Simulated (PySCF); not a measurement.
# C₅H₈Si: NMR shifts at several levels of theory, part 2 of 2

PySCF 2.14.0. Atoms count from 0. The steps go on from the part before.

### 8 Shielding tensors: CAM-B3LYP/pcSseg-1

The job: settings as JSON, then the geometry in Å.

```
{"job": {"kind": "nmr", "xc": "CAM-B3LYP", "basis": "pcSseg-1", "pop": false}, "charge": 0, "multiplicity": 1}
C      3.002782    -0.593585     0.653275
C      1.804313    -0.564860     0.823948
C      0.359755    -0.516950     1.013106
C     -0.323838     0.560025     0.187473
C     -1.846870     0.472563     0.006361
Si    -0.872771     0.275281    -1.572676
H      4.066118    -0.618348     0.503980
H     -0.065177    -1.506520     0.766367
H      0.141017    -0.360700     2.085944
H      0.047981     1.568256     0.409907
H     -2.330715    -0.418248     0.425119
H     -2.425391     1.384604     0.188460
H     -0.740648    -1.088935    -2.142066
H     -0.820867     1.391702    -2.547975
```

Method: GIAO CAM-B3LYP/pcSseg-1 NMR shielding, non-relativistic, gas phase.

Output:

```text
coarse grid: 12016 points
cycle   1  E = -484.4894319582  dE =  7.558e-01  |g| = 3.671e-01  |ddm| = 3.516e+00
cycle   2  E = -484.5046188280  dE = -1.519e-02  |g| = 3.027e-01  |ddm| = 7.973e-01
cycle   3  E = -484.5275877791  dE = -2.297e-02  |g| = 5.557e-02  |ddm| = 2.992e-01
cycle   4  E = -484.5282710175  dE = -6.832e-04  |g| = 2.421e-02  |ddm| = 7.476e-02
cycle   5  E = -484.5284088993  dE = -1.379e-04  |g| = 7.168e-03  |ddm| = 2.555e-02
cycle   6  E = -484.5284193010  dE = -1.040e-05  |g| = 2.778e-03  |ddm| = 6.560e-03
cycle   7  E = -484.5284212160  dE = -1.915e-06  |g| = 3.570e-04  |ddm| = 2.395e-03
final grid: 110944 points
cycle   8  E = -484.5772589731  dE = -1.984e-05  |g| = 2.799e-03  |ddm| = 1.920e-02
cycle   9  E = -484.5772592258  dE = -2.527e-07  |g| = 2.657e-03  |ddm| = 5.573e-03
cycle  10  E = -484.5772610289  dE = -1.803e-06  |g| = 3.865e-04  |ddm| = 2.499e-03
cycle  11  E = -484.5772610614  dE = -3.257e-08  |g| = 1.548e-04  |ddm| = 4.881e-04
cycle  12  E = -484.5772610658  dE = -4.359e-09  |g| = 8.454e-05  |ddm| = 1.626e-04
cycle  13  E = -484.5772610675  dE = -1.681e-09  |g| = 7.096e-06  |ddm| = 6.782e-05
cycle  14  E = -484.5772610675  dE = -2.092e-11  |g| = 2.953e-06  |ddm| = 1.417e-05
converged SCF energy = -484.5772610675

GIAO shielding tensors (ppm)
atom      isotropic    diamagn.    paramagn.     s11        s22        s33       span
  0 C      108.144     258.377    -150.233     34.730     36.160    253.542    218.812
  1 C       93.427     262.140    -168.713    -12.754     -4.560    297.594    310.348
  2 C      158.972     245.787     -86.815    139.642    157.965    179.309     39.667
  3 C      174.708     252.302     -77.595    143.556    168.727    211.840     68.283
  4 C      184.376     253.239     -68.863    152.312    190.578    210.237     57.925
  5 Si     477.961     881.147    -403.186    366.204    393.527    674.151    307.946
  6 H       29.491      32.885      -3.394     24.273     24.568     39.631     15.358
  7 H       30.015      29.535       0.479     25.132     30.222     34.690      9.559
  8 H       28.546      26.783       1.763     22.646     28.312     34.681     12.035
  9 H       30.371      31.740      -1.370     24.403     28.811     37.899     13.496
 10 H       31.262      30.527       0.735     26.041     28.281     39.462     13.421
 11 H       30.573      29.538       1.034     25.078     26.216     40.424     15.346
 12 H       28.760      29.870      -1.110     24.034     26.835     35.411     11.377
 13 H       28.552      29.536      -0.984     23.627     25.736     36.293     12.665
```

Run time: 30 s. Hardware: 1 thread of Arm Neoverse V1, shared host; peak memory 0.87 GiB.

In short: δ C1 89.0, C0 74.3, C2 23.5, C3 7.7, H8 2.78, H13 2.78 ppm.

### 9 Shielding tensors: wB97X-D/pcSseg-1

Settings changed since step 8:

```diff
@@ -1,2 +1,2 @@
-{"job": {"kind": "nmr", "xc": "CAM-B3LYP", "basis": "pcSseg-1", "pop": false}, "charge": 0, "multiplicity": 1}
+{"job": {"kind": "nmr", "xc": "wB97X-D", "basis": "pcSseg-1", "pop": false}, "charge": 0, "multiplicity": 1}
 C      3.002782    -0.593585     0.653275
```

Level: GIAO wB97X-D/pcSseg-1 NMR shielding, non-relativistic, gas phase.

Output:

```text
coarse grid: 12016 points
cycle   1  E = -484.5369279397  dE =  7.954e-01  |g| = 3.325e-01  |ddm| = 3.511e+00
cycle   2  E = -484.5578171871  dE = -2.089e-02  |g| = 2.238e-01  |ddm| = 6.337e-01
cycle   3  E = -484.5699226333  dE = -1.211e-02  |g| = 4.868e-02  |ddm| = 2.083e-01
cycle   4  E = -484.5704368848  dE = -5.143e-04  |g| = 2.410e-02  |ddm| = 6.896e-02
cycle   5  E = -484.5705711743  dE = -1.343e-04  |g| = 7.302e-03  |ddm| = 2.306e-02
cycle   6  E = -484.5705834446  dE = -1.227e-05  |g| = 1.979e-03  |ddm| = 6.907e-03
cycle   7  E = -484.5705845496  dE = -1.105e-06  |g| = 3.326e-04  |ddm| = 2.831e-03
final grid: 110944 points
cycle   8  E = -484.6140677155  dE = -1.617e-04  |g| = 4.236e-03  |ddm| = 5.643e-02
cycle   9  E = -484.6140702012  dE = -2.486e-06  |g| = 3.114e-03  |ddm| = 9.173e-03
cycle  10  E = -484.6140724246  dE = -2.223e-06  |g| = 7.349e-04  |ddm| = 3.248e-03
cycle  11  E = -484.6140725667  dE = -1.420e-07  |g| = 3.626e-04  |ddm| = 1.182e-03
cycle  12  E = -484.6140725972  dE = -3.055e-08  |g| = 1.186e-04  |ddm| = 3.552e-04
cycle  13  E = -484.6140726011  dE = -3.916e-09  |g| = 2.575e-05  |ddm| = 1.550e-04
cycle  14  E = -484.6140726015  dE = -3.531e-10  |g| = 1.006e-05  |ddm| = 8.369e-05
converged SCF energy = -484.6140726015

GIAO shielding tensors (ppm)
atom      isotropic    diamagn.    paramagn.     s11        s22        s33       span
  0 C      110.100     258.862    -148.762     37.246     38.696    254.359    217.113
  1 C       96.784     261.935    -165.151     -7.433      0.688    297.098    304.532
  2 C      161.139     246.046     -84.906    142.111    160.310    180.996     38.885
  3 C      176.662     253.343     -76.682    146.417    171.324    212.244     65.827
  4 C      185.699     254.284     -68.585    154.895    191.710    210.493     55.598
  5 Si     485.078     881.274    -396.196    374.920    399.923    680.391    305.471
  6 H       29.490      32.943      -3.453     24.217     24.514     39.739     15.522
  7 H       30.051      29.570       0.481     25.111     30.232     34.811      9.700
  8 H       28.613      27.016       1.597     22.646     28.364     34.831     12.185
  9 H       30.392      31.839      -1.446     24.399     28.767     38.011     13.612
 10 H       31.266      30.610       0.656     25.994     28.230     39.572     13.578
 11 H       30.599      29.644       0.955     25.073     26.172     40.554     15.481
 12 H       28.753      29.794      -1.041     23.996     26.785     35.479     11.483
 13 H       28.564      29.522      -0.958     23.603     25.710     36.379     12.776
```

Wall time 29 s (1 thread of Arm Neoverse V1, shared host); peak memory 0.86 GiB.

Key values: δ C1 87.8, C0 74.4, C2 23.4, C3 7.9, H13 2.82, H8 2.77 ppm.

### 10 Shielding tensors: LC-wPBE/pcSseg-1

Settings changed since step 9:

```diff
@@ -1,2 +1,2 @@
-{"job": {"kind": "nmr", "xc": "wB97X-D", "basis": "pcSseg-1", "pop": false}, "charge": 0, "multiplicity": 1}
+{"job": {"kind": "nmr", "xc": "LC-wPBE", "basis": "pcSseg-1", "pop": false}, "charge": 0, "multiplicity": 1}
 C      3.002782    -0.593585     0.653275
```

Method: GIAO LC-wPBE/pcSseg-1 NMR shielding, non-relativistic, gas phase.

Output:

```text
coarse grid: 12016 points
cycle   1  E = -484.3761649964  dE =  8.902e-01  |g| = 3.241e-01  |ddm| = 3.475e+00
cycle   2  E = -484.4049285194  dE = -2.876e-02  |g| = 1.687e-01  |ddm| = 6.324e-01
cycle   3  E = -484.4110236354  dE = -6.095e-03  |g| = 5.935e-02  |ddm| = 1.709e-01
cycle   4  E = -484.4117749248  dE = -7.513e-04  |g| = 2.968e-02  |ddm| = 8.451e-02
cycle   5  E = -484.4119785271  dE = -2.036e-04  |g| = 5.048e-03  |ddm| = 2.646e-02
cycle   6  E = -484.4119851046  dE = -6.578e-06  |g| = 1.625e-03  |ddm| = 7.361e-03
final grid: 110944 points
cycle   7  E = -484.4605263396  dE = -4.244e-05  |g| = 5.509e-03  |ddm| = 4.877e-02
cycle   8  E = -484.4605282954  dE = -1.956e-06  |g| = 4.437e-03  |ddm| = 8.929e-03
cycle   9  E = -484.4605326050  dE = -4.310e-06  |g| = 7.027e-04  |ddm| = 3.631e-03
cycle  10  E = -484.4605327098  dE = -1.048e-07  |g| = 3.084e-04  |ddm| = 7.697e-04
cycle  11  E = -484.4605327369  dE = -2.713e-08  |g| = 1.102e-04  |ddm| = 3.813e-04
cycle  12  E = -484.4605327409  dE = -3.962e-09  |g| = 1.966e-05  |ddm| = 1.637e-04
cycle  13  E = -484.4605327413  dE = -4.353e-10  |g| = 7.997e-06  |ddm| = 8.944e-05
converged SCF energy = -484.4605327413

GIAO shielding tensors (ppm)
atom      isotropic    diamagn.    paramagn.     s11        s22        s33       span
  0 C      109.313     257.485    -148.172     35.598     36.854    255.487    219.889
  1 C       97.077     263.476    -166.400     -7.383      0.226    298.386    305.769
  2 C      167.148     244.185     -77.037    148.694    166.484    186.264     37.570
  3 C      183.258     253.089     -69.830    153.573    178.922    217.280     63.707
  4 C      190.794     254.080     -63.286    160.046    197.015    215.320     55.274
  5 Si     487.738     881.121    -393.383    377.163    403.686    682.366    305.203
  6 H       29.419      32.759      -3.340     24.098     24.394     39.765     15.667
  7 H       30.116      29.308       0.808     25.032     30.164     35.152     10.120
  8 H       28.734      27.025       1.710     22.674     28.326     35.203     12.529
  9 H       30.392      31.682      -1.290     24.152     28.590     38.435     14.283
 10 H       31.239      30.488       0.750     25.778     28.085     39.853     14.075
 11 H       30.579      29.611       0.968     24.891     26.002     40.844     15.953
 12 H       28.674      29.645      -0.971     23.929     26.617     35.475     11.546
 13 H       28.500      29.417      -0.918     23.580     25.531     36.388     12.808
```

It took 33 s on 1 thread of Arm Neoverse V1, shared host; peak memory 0.73 GiB.

Key values: δ C1 91.5, C0 79.3, C2 21.4, C3 5.3, H13 2.83, H12 2.65 ppm.

### 11 Shielding tensors: PBE0/STO-3G

Settings changed since step 10:

```diff
@@ -1,2 +1,2 @@
-{"job": {"kind": "nmr", "xc": "LC-wPBE", "basis": "pcSseg-1", "pop": false}, "charge": 0, "multiplicity": 1}
+{"job": {"kind": "nmr", "xc": "PBE0", "basis": "STO-3G", "pop": true}, "charge": 0, "multiplicity": 1}
 C      3.002782    -0.593585     0.653275
```

Level: GIAO PBE0/STO-3G NMR shielding, non-relativistic, gas phase.

Output:

```text
coarse grid: 12016 points
cycle   1  E = -478.6647732136  dE =  5.624e-01  |g| = 2.886e-01  |ddm| = 4.876e+00
cycle   2  E = -478.6650804145  dE = -3.072e-04  |g| = 2.957e-01  |ddm| = 9.027e-01
cycle   3  E = -478.6950959822  dE = -3.002e-02  |g| = 3.604e-02  |ddm| = 4.922e-01
cycle   4  E = -478.6953881321  dE = -2.921e-04  |g| = 2.529e-02  |ddm| = 6.995e-02
cycle   5  E = -478.6955441885  dE = -1.561e-04  |g| = 8.123e-03  |ddm| = 3.138e-02
cycle   6  E = -478.6955624018  dE = -1.821e-05  |g| = 8.208e-04  |ddm| = 8.505e-03
cycle   7  E = -478.6955626035  dE = -2.017e-07  |g| = 1.271e-04  |ddm| = 1.221e-03
final grid: 110944 points
cycle   8  E = -478.6656237683  dE = -5.106e-06  |g| = 3.722e-03  |ddm| = 1.248e-02
cycle   9  E = -478.6656218357  dE =  1.933e-06  |g| = 4.461e-03  |ddm| = 1.195e-02
cycle  10  E = -478.6656282701  dE = -6.434e-06  |g| = 1.042e-03  |ddm| = 6.822e-03
cycle  11  E = -478.6656285554  dE = -2.852e-07  |g| = 1.951e-04  |ddm| = 1.149e-03
cycle  12  E = -478.6656285667  dE = -1.134e-08  |g| = 2.616e-05  |ddm| = 2.533e-04
cycle  13  E = -478.6656285669  dE = -1.983e-10  |g| = 4.659e-06  |ddm| = 3.699e-05
converged SCF energy = -478.6656285669

GIAO shielding tensors (ppm)
atom      isotropic    diamagn.    paramagn.     s11        s22        s33       span
  0 C      169.698     265.320     -95.622    123.972    124.563    260.559    136.586
  1 C      171.230     264.631     -93.401    109.737    110.715    293.238    183.502
  2 C      209.091     243.614     -34.523    194.108    208.431    224.734     30.626
  3 C      222.411     247.783     -25.372    198.780    220.585    247.869     49.089
  4 C      226.496     254.460     -27.964    199.036    235.353    245.100     46.064
  5 Si     639.629     871.406    -231.776    513.077    598.155    807.655    294.578
  6 H       30.335      30.865      -0.530     25.279     25.493     40.234     14.955
  7 H       31.590      31.663      -0.074     25.749     31.061     37.959     12.210
  8 H       30.809      29.092       1.717     24.350     29.113     38.966     14.616
  9 H       32.016      32.483      -0.466     24.904     30.329     40.815     15.911
 10 H       32.386      32.189       0.197     26.550     29.700     40.910     14.360
 11 H       32.098      30.943       1.155     26.394     27.849     42.053     15.659
 12 H       31.535      32.241      -0.706     26.324     29.830     38.451     12.127
 13 H       31.457      31.177       0.280     26.334     28.799     39.239     12.905
```

Wall time 4.1 s (1 thread of Arm Neoverse V1, shared host); peak memory 0.35 GiB.

Key values: δ C0 65.0, C1 63.5, C2 25.6, C3 12.3, H6 2.27, H8 1.80 ppm.

### 12 NMR shieldings: PBE0/6-31G

Settings changed since step 11:

```diff
@@ -1,2 +1,2 @@
-{"job": {"kind": "nmr", "xc": "PBE0", "basis": "STO-3G", "pop": true}, "charge": 0, "multiplicity": 1}
+{"job": {"kind": "nmr", "xc": "PBE0", "basis": "6-31G", "pop": true}, "charge": 0, "multiplicity": 1}
 C      3.002782    -0.593585     0.653275
```

Method: GIAO PBE0/6-31G NMR shielding, non-relativistic, gas phase.

Output:

```text
coarse grid: 12016 points
cycle   1  E = -484.2720212153  dE =  7.086e-01  |g| = 3.779e-01  |ddm| = 3.697e+00
cycle   2  E = -484.2550538475  dE =  1.697e-02  |g| = 4.473e-01  |ddm| = 1.108e+00
cycle   3  E = -484.3148549847  dE = -5.980e-02  |g| = 6.567e-02  |ddm| = 6.735e-01
cycle   4  E = -484.3161457641  dE = -1.291e-03  |g| = 1.236e-02  |ddm| = 1.150e-01
cycle   5  E = -484.3161907486  dE = -4.498e-05  |g| = 2.418e-03  |ddm| = 1.534e-02
cycle   6  E = -484.3161921587  dE = -1.410e-06  |g| = 1.105e-03  |ddm| = 4.388e-03
final grid: 110944 points
cycle   7  E = -484.2578108212  dE = -1.456e-05  |g| = 6.000e-03  |ddm| = 2.382e-02
cycle   8  E = -484.2578051024  dE =  5.719e-06  |g| = 7.503e-03  |ddm| = 1.562e-02
cycle   9  E = -484.2578210548  dE = -1.595e-05  |g| = 9.033e-04  |ddm| = 9.856e-03
cycle  10  E = -484.2578212941  dE = -2.394e-07  |g| = 1.993e-04  |ddm| = 1.382e-03
cycle  11  E = -484.2578213013  dE = -7.194e-09  |g| = 1.129e-04  |ddm| = 3.026e-04
cycle  12  E = -484.2578213046  dE = -3.262e-09  |g| = 2.197e-05  |ddm| = 1.130e-04
cycle  13  E = -484.2578213047  dE = -1.234e-10  |g| = 5.130e-06  |ddm| = 2.862e-05
converged SCF energy = -484.2578213047

GIAO shielding tensors (ppm)
atom      isotropic    diamagn.    paramagn.     s11        s22        s33       span
  0 C      132.119     285.447    -153.328     69.238     69.454    257.666    188.427
  1 C      119.928     258.104    -138.176     29.223     34.726    295.834    266.612
  2 C      174.736     241.458     -66.723    155.714    173.999    194.494     38.780
  3 C      190.305     248.143     -57.837    162.053    185.280    223.583     61.530
  4 C      198.571     255.373     -56.802    170.530    203.691    221.492     50.962
  5 Si     553.646     882.324    -328.679    451.119    479.872    729.946    278.827
  6 H       30.662      30.605       0.058     25.862     26.137     39.988     14.126
  7 H       30.889      28.727       2.162     25.774     31.139     35.755      9.981
  8 H       29.716      27.658       2.058     23.677     29.297     36.172     12.496
  9 H       31.172      30.894       0.278     24.983     29.226     39.305     14.322
 10 H       32.098      30.548       1.551     26.688     28.827     40.780     14.092
 11 H       31.499      30.608       0.891     26.141     26.652     41.704     15.563
 12 H       30.366      30.260       0.106     25.392     28.707     36.998     11.607
 13 H       30.226      30.365      -0.139     25.083     27.601     37.996     12.913
```

Run time: 8.6 s. Hardware: 1 thread of Arm Neoverse V1, shared host; peak memory 0.49 GiB.

This run: δ C1 79.6, C0 67.4, C2 24.8, C3 9.2, H8 2.90, H13 2.39 ppm.

### 13 Comparing the runs: NMR shifts

Shifts (ppm) of some atoms, chosen among heavy atoms and hydrogens apart, with basis size and wall time:

| run | C1 | C0 | C3 | C4 | H13 | H12 | Si5 | functions | time |
| --- | --- | --- | --- | --- | --- | --- | --- | --- | --- |
| PBE0/pcSseg-1 | 87.4 | 73.6 | 8.9 | -0.5 | 2.78 | 2.57 | -133.1 | 149 | 19 s |
| mPW1PW91/pcSseg-1 | 86.9 | 73.2 | 8.8 | -0.5 | 2.77 | 2.56 | -132.0 | 149 | 16 s |
| WP04/pcSseg-1 | 79.8 | 66.5 | 10.8 | 1.0 | 2.39 | 2.20 | -123.3 | 149 | 17 s |
| B97-2/pcSseg-1 | 84.3 | 70.5 | 9.1 | -0.3 | 2.71 | 2.50 | -130.0 | 149 | 16 s |
| BHandHLYP/pcSseg-1 | 87.4 | 74.1 | 6.8 | -2.4 | 2.73 | 2.52 | -130.4 | 149 | 14 s |
| CAM-B3LYP/pcSseg-1 | 89.0 | 74.3 | 7.7 | -1.9 | 2.78 | 2.57 | -134.5 | 149 | 30 s |
| wB97X-D/pcSseg-1 | 87.8 | 74.4 | 7.9 | -1.2 | 2.82 | 2.63 | -132.1 | 149 | 29 s |
| LC-wPBE/pcSseg-1 | 91.5 | 79.3 | 5.3 | -2.2 | 2.83 | 2.65 | -129.2 | 149 | 33 s |
| PBE0/STO-3G | 63.5 | 65.0 | 12.3 | 8.2 | 1.15 | 1.07 | -122.0 | 42 | 4.1 s |
| PBE0/6-31G | 79.6 | 67.4 | 9.2 | 1.0 | 2.39 | 2.25 | -108.9 | 74 | 8.6 s |

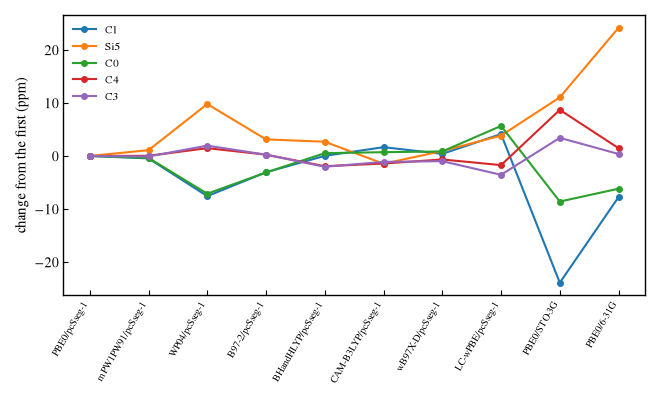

How five of the tabulated atoms move from run to run.

### 14 What came out

What follows sums up all 2 parts.

```
                               quantity                                               value
                            point group                                                  C1
   rotational constants (main isotopes)                                6.40, 1.60, 1.37 GHz
 ¹³C shifts against TMS (PBE0/pcSseg-1)                     87.4, 73.6, 24.4, 8.9, -0.5 ppm
  ¹H shifts against TMS (PBE0/pcSseg-1)  2.91, 2.78, 2.57, 1.84, 1.42, 1.06, 0.84, 0.16 ppm
²⁹Si shifts against TMS (PBE0/pcSseg-1)                                          -133.1 ppm
               range of the shift of C1                                    63.5 to 91.5 ppm
          property runs in this session    10, of which 0 failed and 1 gave unsound results
```

In words: Single values in the summary come from the first run of each kind that ended normally (PBE0/pcSseg-1), which need not be the best level. Over 7 steps the energy fell by 0.186 eV; of the close pairs, C3–Si5 changed most, 1.908 to 1.866 Å. No frequency check was run at this level, so the end point may be a saddle. Across the 10 runs the shift of C1 moves most, between 63.5 (PBE0/STO-3G) and 91.5 ppm (LC-wPBE/pcSseg-1). A minimal basis is unusable for shieldings, so that end is no result.
